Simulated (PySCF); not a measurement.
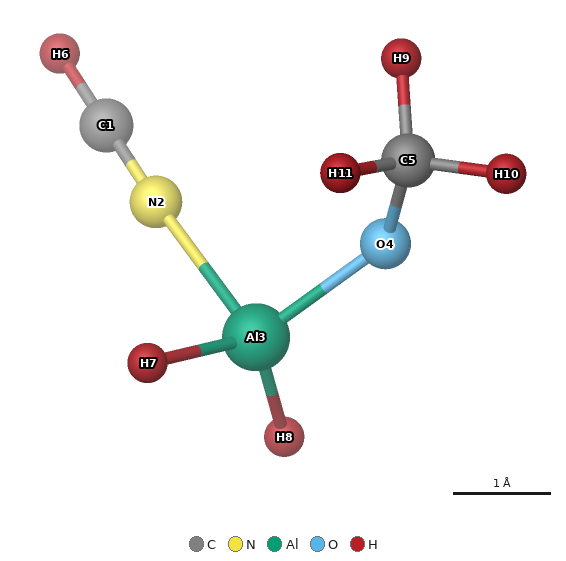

Fig. 1: The structure as given in the input (ball-and-stick view, seen at a tilt; atoms are numbered from 1 in the order of the input). Sticks mark near contacts. Bond lengths as drawn: Al–H 1.59 to 1.60 Å, Al–N 2.10 Å, Al–O 1.72 Å, C–H 1.08 to 1.11 Å, C–N 1.15 Å and C–O 1.38 Å.

**Two runs on C₂H₆AlNO**

System: C₂H₆AlNO.
Method of the first run: GIAO PBE0/pcSseg-2 NMR shielding, non-relativistic, gas phase (PySCF 2.14.0).

The geometry comes from this level: PBE0-D3(BJ)/def2-SVP. Text and figures count atoms from 1; the logs count them from 0 in places.

### Input file, the first run
```
{"job": {"kind": "nmr", "xc": "PBE0", "basis": "pcSseg-2", "pop": false}, "charge": 0, "multiplicity": 1}
C      2.568610     1.063289    -0.437787
N      1.805502     0.214552    -0.317057
Al     0.376502    -1.287577    -0.001604
O     -0.829605    -0.350421     0.798343
C     -1.894364     0.411894     0.359691
H      3.288950     1.862277    -0.548681
H      0.114059    -1.672873    -1.532179
H      1.261496    -2.200674     0.955634
H     -1.672038     1.497710     0.407278
H     -2.788335     0.245077     0.990123
H     -2.192247     0.191891    -0.686527
```

The first line tells a small driver script what to run in PySCF; the rest is the geometry in Å.

Launched with:
```bash
OMP_NUM_THREADS=1 python <driver script> task.json out
```

Hardware: 1 CPU thread, shared host.

### Output (the first run)
```
coarse grid: 9664 points
cycle   1  E = -451.8195061602  dE =  2.955e-01  |g| = 8.218e-01  |ddm| = 2.298e+00
cycle   2  E = -451.0160930874  dE =  8.034e-01  |g| = 2.027e+00  |ddm| = 2.088e+00
cycle   3  E = -451.9533866857  dE = -9.373e-01  |g| = 1.441e-01  |ddm| = 1.818e+00
cycle   4  E = -451.9551842951  dE = -1.798e-03  |g| = 1.373e-01  |ddm| = 1.757e-01
cycle   5  E = -451.9582081889  dE = -3.024e-03  |g| = 6.472e-02  |ddm| = 8.107e-02
cycle   6  E = -451.9590743129  dE = -8.661e-04  |g| = 8.493e-03  |ddm| = 3.135e-02
cycle   7  E = -451.9590887498  dE = -1.444e-05  |g| = 2.032e-03  |ddm| = 6.273e-03
cycle   8  E = -451.9590897709  dE = -1.021e-06  |g| = 6.694e-04  |ddm| = 1.766e-03
final grid: 88744 points
cycle   9  E = -451.9646122762  dE = -5.476e-05  |g| = 7.858e-03  |ddm| = 3.390e-02
cycle  10  E = -451.9646027006  dE =  9.576e-06  |g| = 1.091e-02  |ddm| = 8.380e-03
cycle  11  E = -451.9646238734  dE = -2.117e-05  |g| = 1.332e-03  |ddm| = 5.299e-03
cycle  12  E = -451.9646242351  dE = -3.617e-07  |g| = 1.898e-04  |ddm| = 9.440e-04
cycle  13  E = -451.9646242413  dE = -6.166e-09  |g| = 9.586e-05  |ddm| = 1.673e-04
cycle  14  E = -451.9646242426  dE = -1.306e-09  |g| = 5.810e-05  |ddm| = 6.678e-05
cycle  15  E = -451.9646242433  dE = -6.929e-10  |g| = 8.583e-06  |ddm| = 2.685e-05
converged SCF energy = -451.9646242433

GIAO shielding tensors (ppm)
atom      isotropic    diamagn.    paramagn.     s11        s22        s33       span
  0 C       68.283     267.834    -199.551    -25.375    -21.920    252.145    277.520
  1 N        3.568     334.245    -330.677   -172.805   -166.935    350.445    523.251
  2 Al     447.414     791.534    -344.120    372.320    470.857    499.064    126.744
  3 O      316.528     395.192     -78.664    240.084    341.104    368.395    128.311
  4 C      129.172     236.349    -107.177    101.273    103.613    182.629     81.355
  5 H       27.341      28.536      -1.194     22.922     22.950     36.152     13.230
  6 H       27.205      28.370      -1.165     24.797     25.505     31.314      6.518
  7 H       27.399      27.877      -0.478     24.688     25.478     32.031      7.343
  8 H       27.600      29.426      -1.826     23.556     25.619     33.624     10.068
  9 H       27.463      27.380       0.083     23.447     25.265     33.676     10.230
 10 H       27.535      28.845      -1.310     23.981     25.390     33.232      9.252
```

The input of the second run differs as follows (lines with − go, lines with + come):
```diff
-"xc": "PBE0"
+"xc": "BHandHLYP"
```

What does this change do to the results?

The total energies belong to different methods, so their difference says nothing on which is more stable or more accurate. The HOMO goes from −7.12 to −8.43 eV. The LUMO goes from −1.57 to −0.45 eV. The dipole moment goes from 6.61 to 6.86 D. Of all shieldings, the largest change is that of Al3, by +9.4 ppm. The functional changes from PBE0 to BHandHLYP. The SCF takes 13 iterations against 15.

### Output (the second run)
```
coarse grid: 9664 points
cycle   1  E = -452.0700644186  dE =  2.966e-01  |g| = 7.959e-01  |ddm| = 2.257e+00
cycle   2  E = -451.9464918381  dE =  1.236e-01  |g| = 1.156e+00  |ddm| = 1.119e+00
cycle   3  E = -452.2039850774  dE = -2.575e-01  |g| = 9.301e-02  |ddm| = 7.347e-01
cycle   4  E = -452.2044816323  dE = -4.966e-04  |g| = 8.368e-02  |ddm| = 8.224e-02
cycle   5  E = -452.2058475532  dE = -1.366e-03  |g| = 1.011e-02  |ddm| = 3.979e-02
cycle   6  E = -452.2058712160  dE = -2.366e-05  |g| = 1.904e-03  |ddm| = 6.898e-03
cycle   7  E = -452.2058721201  dE = -9.041e-07  |g| = 5.780e-04  |ddm| = 1.923e-03
final grid: 88744 points
cycle   8  E = -452.2121265033  dE = -2.369e-05  |g| = 1.647e-03  |ddm| = 2.110e-02
cycle   9  E = -452.2121266771  dE = -1.738e-07  |g| = 1.394e-03  |ddm| = 1.969e-03
cycle  10  E = -452.2121270362  dE = -3.591e-07  |g| = 4.968e-04  |ddm| = 8.678e-04
cycle  11  E = -452.2121270798  dE = -4.353e-08  |g| = 2.409e-04  |ddm| = 3.028e-04
cycle  12  E = -452.2121270915  dE = -1.172e-08  |g| = 2.410e-05  |ddm| = 1.228e-04
cycle  13  E = -452.2121270916  dE = -1.246e-10  |g| = 1.025e-05  |ddm| = 2.095e-05
converged SCF energy = -452.2121270916

GIAO shielding tensors (ppm)
atom      isotropic    diamagn.    paramagn.     s11        s22        s33       span
  0 C       67.900     268.154    -200.254    -28.557    -25.761    258.018    286.575
  1 N        2.318     333.299    -330.981   -175.784   -171.534    354.272    530.056
  2 Al     456.796     790.298    -333.502    382.089    477.949    510.352    128.263
  3 O      324.999     396.038     -71.039    254.935    349.201    370.860    115.925
  4 C      131.352     232.871    -101.519    104.771    107.293    181.993     77.222
  5 H       27.503      28.271      -0.768     22.925     22.985     36.598     13.673
  6 H       27.680      28.523      -0.843     25.276     25.970     31.794      6.518
  7 H       27.843      28.119      -0.276     25.126     25.915     32.487      7.361
  8 H       27.950      29.417      -1.466     23.905     26.059     33.886      9.982
  9 H       27.776      27.683       0.093     23.733     25.653     33.942     10.209
 10 H       27.885      28.854      -0.969     24.301     25.861     33.494      9.193
```

### The two runs side by side

```csv
quantity,the first run,the second run
outcome,converged,converged
total energy (hartree),−451.964624,−452.212127
HOMO (eV),−7.12,−8.43
LUMO (eV),−1.57,−0.45
dipole moment (D),6.61,6.86
shielding of C1 (ppm),68.3,67.9
shielding of N2 (ppm),3.6,2.3
shielding of Al3 (ppm),447.4,456.8
shielding of O4 (ppm),316.5,325.0
shielding of C5 (ppm),129.2,131.4
shielding of H7 (ppm),27.2,27.7
shielding of H8 (ppm),27.4,27.8
SCF iterations,15,13
basis functions,271,271
wall time (shared host),31 s,29 s
```
